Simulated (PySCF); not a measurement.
C2H5O4Si (doublet)

```xyz
12

C    -2.3179   -0.4227    0.1452
O    -0.9196   -0.6765    0.1742
C    -0.1218    0.3938    0.2976
O    -0.5307    1.5353    0.3910
Si    1.6794   -0.0609    0.6361
O     2.2349   -1.4295   -0.0089
O     2.6899    1.1307    0.1576
H    -2.6066    0.1885    1.0027
H    -2.8057   -1.3932    0.1814
H    -2.5882    0.1068   -0.7709
H     2.8282   -1.4191   -0.7627
H     2.4594    2.0462    0.2954
```

Geometry: GFN2-xTB.

Theory: PySCF 2.14.0, density-fitted response routines, UKS B3LYP, pcH-1 on C H O Si, non-relativistic, mean-field spin-orbit, GIAO.

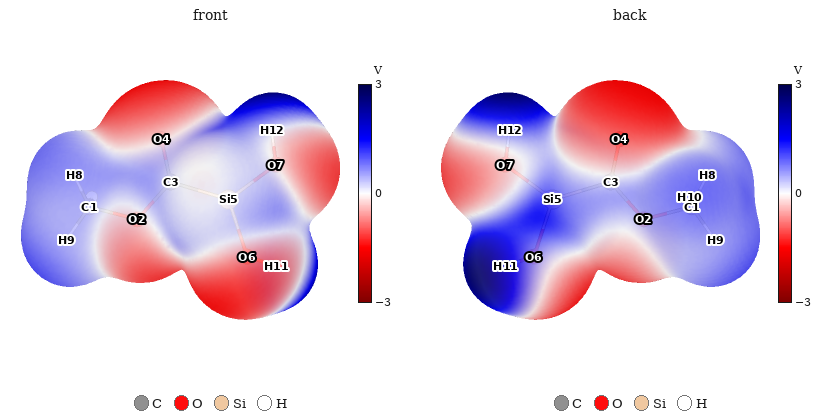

Figure 1. The electrostatic potential painted on the density surface at 0.002 e/bohr³, seen from the front and from behind; the colour scale runs from red (negative) to blue (positive).

> Which sites attract a positive test charge, and which a negative one?

A positive charge is drawn to the negative regions and a negative charge to the positive ones. The most negative region (about −1.5 V) lies over O4, the most positive (about +2.7 V) over H11 and H12. O4 is the likeliest acceptor of a hydrogen bond.

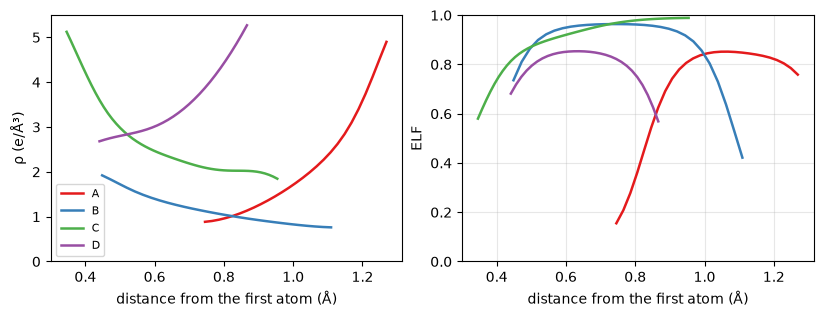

Figure 2. Electron density and electron localisation function along straight lines between neighbouring atoms. The curves leave out the atomic cores.

> Which curve belongs to which contact (C–O, C–Si, O–H and Si–O)? The first atom named is at distance zero.

Curve A: Si–O (1.61 Å): ρ at the midpoint is about 0.97 e/Å³; the ELF peaks at about 0.85 between the atoms (a short, strongly polar bond). Curve B: C–Si (1.89 Å): ρ is about 0.88 e/Å³ halfway; the ELF peaks at about 0.95 between the atoms: a shared electron pair. Curve C: O–H (0.95 Å): ρ is about 3.2 e/Å³ halfway; the ELF climbs to about 1 towards the hydrogen, as it does in any bond to H; an ordinary covalent bond to hydrogen. Curve D: C–O (1.22 Å): the density is about 3 e/Å³ at the midpoint; the ELF peaks at about 0.85 between the atoms (a multiple bond).
